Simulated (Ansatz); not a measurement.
GaH5OSi···HCl

The calculation's input:

```
crystal:
  periodic: [false, false, false]
  atoms:
    - { symbol: Ga, position_ang: [-1.816489, -0.026422, -0.218909] }
    - { symbol: Cl, position_ang: [-0.476343, -2.741979, 1.606398] }
    - { symbol: H, position_ang: [-2.2589, -0.741729, -1.51992] }
    - { symbol: H, position_ang: [-2.642267, 0.586344, 0.942551] }
    - { symbol: H, position_ang: [0.22683, -1.709411, 1.218269] }
    - { symbol: O, position_ang: [0.006824, 0.178497, -0.012197] }
    - { symbol: Si, position_ang: [1.400417, 0.936945, -0.414826] }
    - { symbol: H, position_ang: [2.315891, 0.911778, 0.750341] }
    - { symbol: H, position_ang: [2.075494, 0.257133, -1.547885] }
    - { symbol: H, position_ang: [1.168543, 2.348943, -0.803822] }
basis:
  gaussian: { orbitals: def2-SVP }
hamiltonian:
  xc: { name: BHLYP }
relax:
  f_tol: 0.03
  max_steps: 50
output:
  orbitals: {}
```

Run with:

```sh
ansatz run input.yaml --threads 2 --pin off --max-ram 3072MiB --backend cpu --events-out ev --progress --plain --runs-dir out
```

The fields are those of the run's last geometry, not of the input's.

Level of theory: RKS BHLYP/def2-SVP in Ansatz 0.2.0.

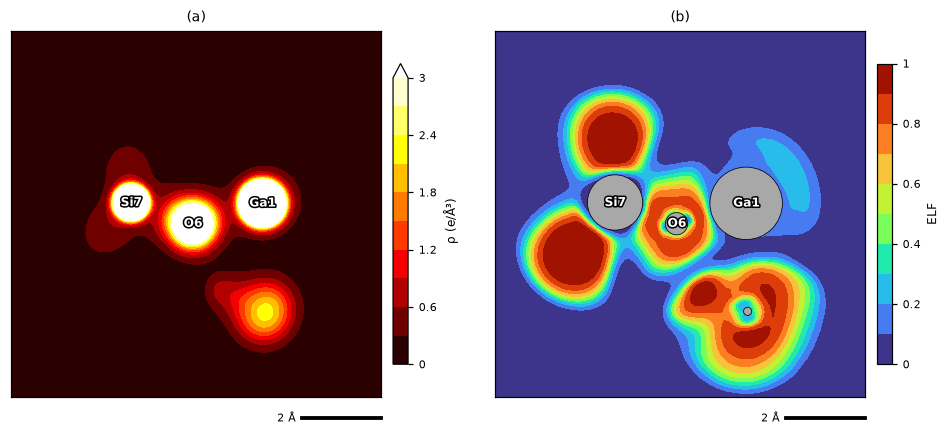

Figure 1. (a) electron density; (b) electron localisation function on the plane of atoms Ga1, O6 and Si7. Grey discs cover the atomic cores in the ELF map.

Q: What does the map show?

A: The section cuts through Ga, O and Si sites.
Si–O (1.64 Å): ρ is about 1.1 e/Å³ halfway; the ELF peaks at about 0.85 between the atoms; a shared but strongly polarised pair.
Ga–O (1.83 Å): the density is about 0.74 e/Å³ at the midpoint; the ELF peaks at about 0.85 in the valence shell of O, 0.7 Å from its nucleus, and is about 0.20 at the midpoint.
The ELF also peaks beside Cl2, away from the bonds: lone-pair regions.

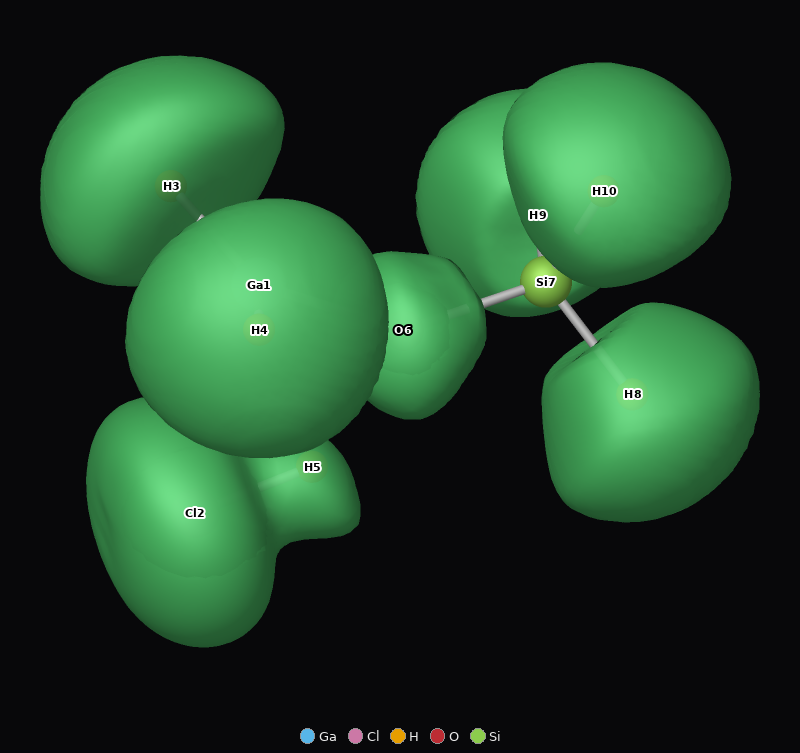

Figure 2. Isosurface of the electron localisation function at 0.75 (green), seen at a tilt. Core shells and regions of very low density are left out.

Q: Where are the electrons localised?

A: The ELF exceeds this value in five regions around hydrogen nuclei, one region wrapped around O (its valence shell) and one joined region spread over several atoms (Cl, H), in which their bonds and any lone pairs are merged.


O6···H5 (1.78 Å): the ELF dips to about 0.15 between them.

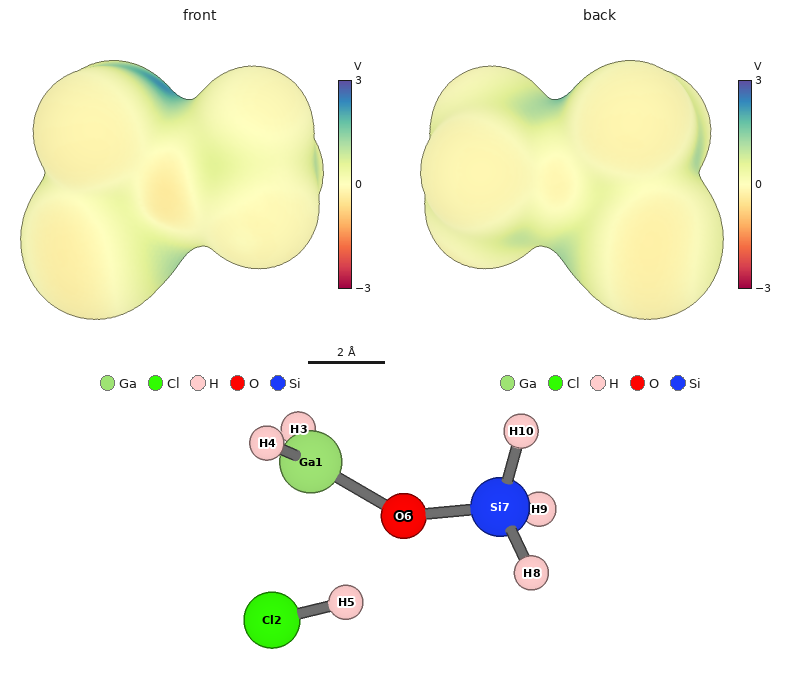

Figure 3. The molecular electrostatic potential painted on the density surface at 0.001 e/bohr³, seen from the front and from behind; red is negative and blue positive. The bare structure is drawn below in the same view.

Q: Where is the surface potential most negative and most positive?

A: The most negative region (about −0.3 V) lies over O6, the most positive (about +2.1 V) over Ga1. Cl2 shows a σ-hole: about +0.3 V at the tip opposite its bond, against about −0.1 V on its flanks.
